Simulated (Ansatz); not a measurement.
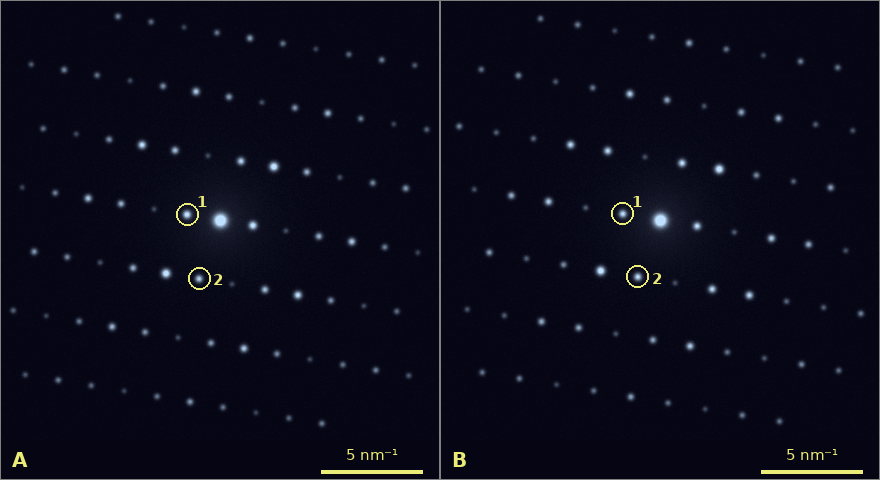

Kinematic electron diffraction patterns (120 kV, B = 0.5 Å², same scale) along [100] of the run's own cell, for the start and the end of one relaxation of TlS2 with Ansatz, DFT, PAW plane waves, r2scan. k mesh 8×8×8. The start is a generated model structure, and the relaxation ends in the nearest stationary point of its symmetry, not necessarily the ground state. Spot 1 is 0 0 -1 and spot 2 is 0 1 -1 in both.

Start structure:

```yaml
crystal:
  lattice:
    - [3.76832, 0.00000, 0.00000]
    - [-1.88416, 3.26346, 0.00000]
    - [0.00000, -2.17564, 6.00176]
  atoms:
    - { symbol: Tl, position: [0.00000, 0.00000, 0.00000] }
    - { symbol: S, position: [0.25000, 0.50000, 0.75000] }
    - { symbol: S, position: [0.75000, 0.50000, 0.25000] }
```

Which pattern belongs to the start structure, and which to the relaxed one?

Answer. A is the start: its cell gives d(1) = 6.002 Å, d(2) = 3.211 Å and an angle of 79.7°. B is the relaxed structure, with d(1) = 5.325 Å (-11.3 %), d(2) = 3.283 Å (+2.2 %) and 78.1°.

Name reflections whose intensity changes strongly on relaxation.

Answer. 0 1 3 goes from 11 to 3.3 % of the strongest spot; 0 1 -3 goes from 20 to 8.8 % of the strongest spot; 0 2 1 goes from 9.6 to 5.1 % of the strongest spot.

What did the relaxation do to the structure and the energy?

Answer. The volume changed by -6.2 % to 23.07 Å³ an atom; with the mean shift removed, the atoms moved by up to 0.17 Å relative to the cell (S most); the space group stayed R-3m (No. 166); the free energy fell by 49 meV an atom. Relaxed cell: a = 3.874 Å, b = 3.874 Å, c = 5.775 Å, α = 109.60°, β = 90.00°, γ = 120.00°.
